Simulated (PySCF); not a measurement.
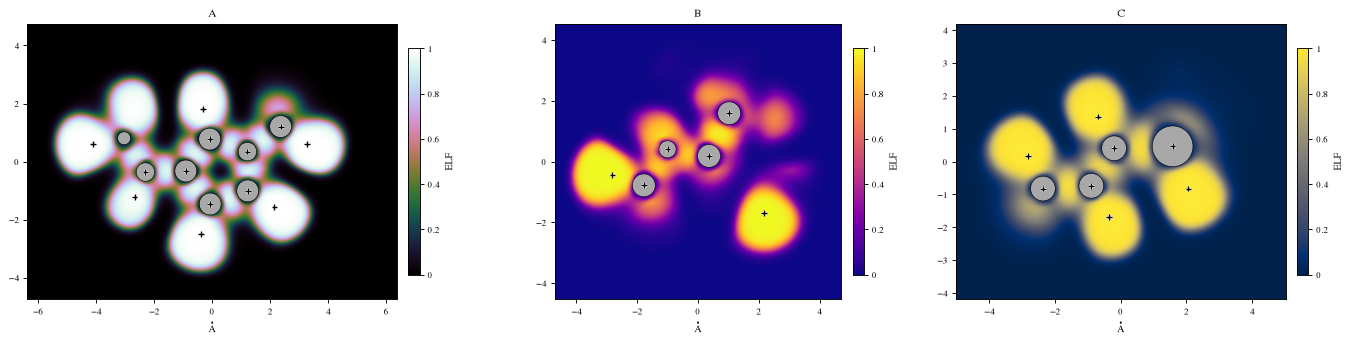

The ELF of 3 systems, each on a plane through atoms (crosses mark nuclei in the plane; grey discs cover the cores).

Level of theory: PySCF 2.14.0, PBE0/pcSseg-1, SCF density, gas phase, non-relativistic.

System 1: C6H12P (charge +1), the plane of atoms C7, C6 and H16. Geometry: GFN2-xTB.

```xyz
19

C    -2.7525    1.2109   -0.5880
C    -1.8007    0.4103   -1.0451
P    -0.7351   -0.5624    0.0230
C    -0.8293   -2.3023   -0.4576
C     0.9470    0.0230   -0.0382
C     1.5508    0.6166    0.9942
C     2.9332    1.1322    0.9693
H    -2.9622    1.3170    0.4645
H    -3.3652    1.7917   -1.2575
H    -1.5899    0.3108   -2.1038
H    -1.1986   -0.4239    1.3140
H    -0.4492   -2.4109   -1.4754
H    -0.2213   -2.9069    0.2158
H    -1.8643   -2.6428   -0.4249
H     1.4479   -0.1124   -0.9900
H     1.0176    0.7384    1.9303
H     2.9300    2.1950    1.2107
H     3.5241    0.6409    1.7420
H     3.4080    0.9840    0.0037
```

System 2: C6H10N2 (SMILES CNc1ccn(C)c1), the plane of atoms C5, N6 and C7. Geometry: GFN2-xTB, NEB image 0 of 0 to 8.

```yaml
atoms:
  - { symbol: C, position_ang: [2.7349, 0.6372, -0.4821] }
  - { symbol: N, position_ang: [1.9808, -0.5921, -0.5600] }
  - { symbol: C, position_ang: [0.6417, -0.5593, -0.1723] }
  - { symbol: C, position_ang: [-0.1215, -1.6895, 0.2024] }
  - { symbol: C, position_ang: [-1.4007, -1.2569, 0.4303] }
  - { symbol: N, position_ang: [-1.4553, 0.0785, 0.2190] }
  - { symbol: C, position_ang: [-2.6136, 0.9146, 0.3342] }
  - { symbol: C, position_ang: [-0.2115, 0.5180, -0.1479] }
  - { symbol: H, position_ang: [2.2905, 1.3675, -1.1581] }
  - { symbol: H, position_ang: [3.7567, 0.4451, -0.8065] }
  - { symbol: H, position_ang: [2.7607, 1.0724, 0.5277] }
  - { symbol: H, position_ang: [2.4665, -1.3782, -0.1468] }
  - { symbol: H, position_ang: [0.2380, -2.6959, 0.2882] }
  - { symbol: H, position_ang: [-2.2690, -1.8109, 0.7311] }
  - { symbol: H, position_ang: [-2.4383, 1.7226, 1.0501] }
  - { symbol: H, position_ang: [-2.8682, 1.3609, -0.6318] }
  - { symbol: H, position_ang: [-3.4586, 0.3196, 0.6779] }
  - { symbol: H, position_ang: [-0.0419, 1.5527, -0.3672] }
```

System 3: C5H8ClFO3, the plane of atoms O2, C1 and H12. Geometry: GFN2-xTB.

```xyz
18

C     2.3155   -0.0738    1.0002
O     1.3295    0.7600    0.4117
C     0.3654    0.0791   -0.3072
O    -0.3300   -0.7926    0.5353
C    -1.1283   -1.7524   -0.1301
C    -0.5494    1.1653   -0.9439
F    -1.0805    0.6868   -2.1136
C    -1.6668    1.5303    0.0083
O    -2.8057    1.2229   -0.0801
Cl   -1.0556    2.4681    1.3408
H     1.8659   -0.7614    1.7187
H     3.0021    0.6003    1.5054
H     2.8474   -0.6422    0.2296
H     0.8168   -0.4974   -1.1468
H    -0.5279   -2.3269   -0.8441
H    -1.9659   -1.2877   -0.6561
H    -1.5067   -2.4103    0.6486
H     0.0653    2.0381   -1.1885
```

Q: Match each panel to its system.

A: Panel A is system 2, C6H10N2: the plane holds N, C and H. C–N (1.35 Å): the ELF peaks at about 0.90 between the atoms; localised, covalent bonding. Panel B is system 3, C5H8ClFO3: the plane holds C, O and H. Panel C is system 1, C6H12P: the plane holds P, C and H. C–C (1.34 Å): the ELF peaks at about 0.90 between the atoms; a multiple bond.
